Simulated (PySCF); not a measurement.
## C₆H₁₂OSi: NMR shielding calculation

- system: C₆H₁₂OSi
- method: GIAO B3LYP/pcSseg-1 NMR shielding, non-relativistic, gas phase (PySCF 2.14.0)

The geometry comes from this level: PBE0-D3(BJ)/def2-SVP. It belongs to a series of runs on one base structure; here: H on C replaced by CHO. Figures and captions count atoms from 1; the log counts them from 0 in places.

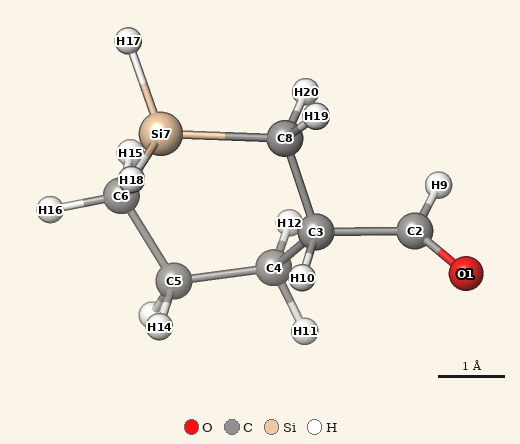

*The input geometry (ball-and-stick view, seen at a tilt; atoms are numbered from 1 in the order of the input).*

Bond lengths as drawn: C–C 1.51 to 1.54 Å, C–H 1.10 to 1.13 Å, C–O 1.20 Å, C–Si 1.88 to 1.89 Å and H–Si 1.50 Å.

The input
```
{"job": {"kind": "nmr", "xc": "B3LYP", "basis": "pcSseg-1", "pop": false}, "charge": 0, "multiplicity": 1}
O      2.944577    -1.889762     0.799003
C      2.250104    -1.285608     0.028387
C      0.970379    -0.567514     0.379943
C     -0.200293    -1.233295    -0.358852
C     -1.581435    -0.694159     0.014417
C     -1.810374     0.771179    -0.372207
Si    -0.471546     1.866886     0.375901
C      1.132107     0.925750     0.045519
H      2.527597    -1.209204    -1.060208
H      0.833263    -0.699135     1.467079
H     -0.175379    -2.315243    -0.148468
H     -0.045923    -1.127844    -1.449109
H     -2.345263    -1.329971    -0.464001
H     -1.727490    -0.819200     1.102388
H     -1.770664     0.880769    -1.470909
H     -2.814460     1.105050    -0.064635
H     -0.440789     3.232377    -0.234306
H     -0.679169     2.007087     1.852803
H      1.971906     1.360177     0.612166
H      1.381624     1.041171    -1.025726
```

The first line tells a small driver script what to run in PySCF; the rest is the geometry in Å.

Run on 1 CPU thread, shared host.

Command:
```bash
OMP_NUM_THREADS=1 python <driver script> task.json out
```

Output
```
coarse grid: 16672 points
cycle   1  E = -600.3262691144  dE =  8.267e-01  |g| = 8.828e-01  |ddm| = 3.950e+00
cycle   2  E = -599.8283937641  dE =  4.979e-01  |g| = 1.806e+00  |ddm| = 2.651e+00
cycle   3  E = -600.4761648056  dE = -6.478e-01  |g| = 2.378e-01  |ddm| = 2.122e+00
cycle   4  E = -600.4875932779  dE = -1.143e-02  |g| = 9.506e-02  |ddm| = 2.777e-01
cycle   5  E = -600.4896843629  dE = -2.091e-03  |g| = 1.801e-02  |ddm| = 1.041e-01
cycle   6  E = -600.4897556624  dE = -7.130e-05  |g| = 5.141e-03  |ddm| = 2.258e-02
cycle   7  E = -600.4897614905  dE = -5.828e-06  |g| = 1.192e-03  |ddm| = 6.492e-03
final grid: 154848 points
cycle   8  E = -600.5627768310  dE = -3.234e-05  |g| = 8.023e-03  |ddm| = 2.557e-02
cycle   9  E = -600.5627421144  dE =  3.472e-05  |g| = 1.527e-02  |ddm| = 1.838e-02
cycle  10  E = -600.5627906046  dE = -4.849e-05  |g| = 2.161e-03  |ddm| = 1.284e-02
cycle  11  E = -600.5627915260  dE = -9.215e-07  |g| = 2.888e-04  |ddm| = 1.898e-03
cycle  12  E = -600.5627915447  dE = -1.864e-08  |g| = 8.536e-05  |ddm| = 4.051e-04
cycle  13  E = -600.5627915463  dE = -1.578e-09  |g| = 2.252e-05  |ddm| = 8.877e-05
cycle  14  E = -600.5627915464  dE = -1.137e-10  |g| = 3.626e-06  |ddm| = 2.453e-05
```

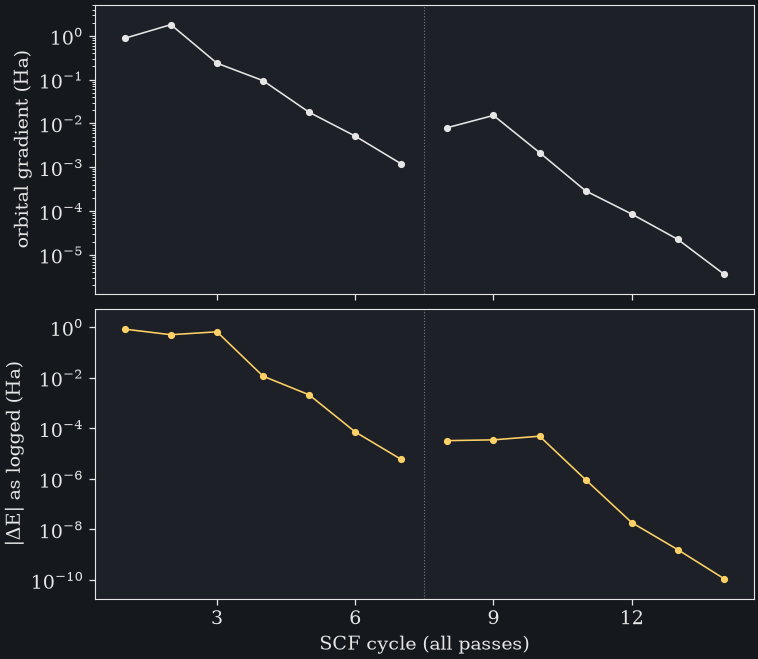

*Convergence of the self-consistent field: orbital gradient and size of the energy change against the SCF cycle. The dotted line marks the change from a coarse to the final integration grid.*

The first 7 cycles use a coarse grid, the final grid takes over at cycle 8, and the field converges after 14 cycles in all.

```
converged SCF energy = -600.5627915464

GIAO shielding tensors (ppm)
atom      isotropic    diamagn.    paramagn.     s11        s22        s33       span
  0 O     -339.902     395.283    -735.185   -910.718   -430.639    321.651   1232.368
  1 C      -26.650     248.704    -275.354   -125.062    -23.234     68.347    193.409
  2 C      126.156     249.336    -123.180    104.621    118.161    155.686     51.065
  3 C      148.467     248.420     -99.953    143.887    149.386    152.128      8.241
  4 C      152.424     245.509     -93.085    147.305    150.487    159.481     12.175
  5 C      169.106     250.776     -81.671    152.299    175.413    179.604     27.305
  6 Si     380.083     879.578    -499.495    355.391    375.139    409.718     54.326
  7 C      170.445     251.598     -81.153    153.166    178.570    179.597     26.431
  8 H       22.107      28.088      -5.981     19.409     21.084     25.828      6.419
  9 H       29.611      33.610      -4.000     27.337     27.966     33.528      6.191
 10 H       29.969      31.152      -1.183     25.179     28.651     36.077     10.897
 11 H       30.325      32.404      -2.079     27.157     28.839     34.979      7.822
 12 H       29.262      29.209       0.052     23.736     27.867     36.182     12.446
 13 H       29.908      31.105      -1.196     26.289     28.264     35.172      8.884
 14 H       30.772      30.651       0.121     27.409     28.368     36.539      9.130
 15 H       30.516      28.582       1.934     26.052     27.652     37.844     11.792
 16 H       27.269      28.289      -1.020     24.339     24.576     32.893      8.554
 17 H       27.320      29.077      -1.757     24.370     25.084     32.506      8.136
 18 H       30.757      30.359       0.398     26.259     27.969     38.044     11.784
 19 H       30.793      31.813      -1.020     27.723     28.423     36.235      8.513
```

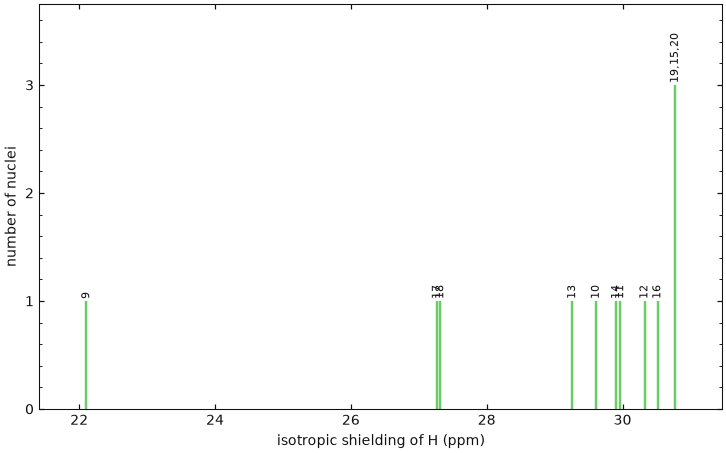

*Isotropic shieldings of the hydrogen nuclei in this fixed geometry, labelled by atom number; shielding grows to the right, so chemical shift grows to the left.*

The least shielded is H9 (22.1 ppm), the most shielded H20 (30.8 ppm).

Key numbers

| quantity | value |
| --- | --- |
| outcome | converged |
| total energy | −600.562792 hartree |
| HOMO | −6.95 eV |
| LUMO | −0.88 eV |
| dipole moment | 2.97 D |
| isotropic shielding, O | −339.9 ppm |
| isotropic shielding, C | −26.6 to 170.4 ppm |
| isotropic shielding, Si | 380.1 ppm |
| isotropic shielding, H | 22.1 to 30.8 ppm |
| wall time | 27 s |
| peak memory | 0.89 GiB |
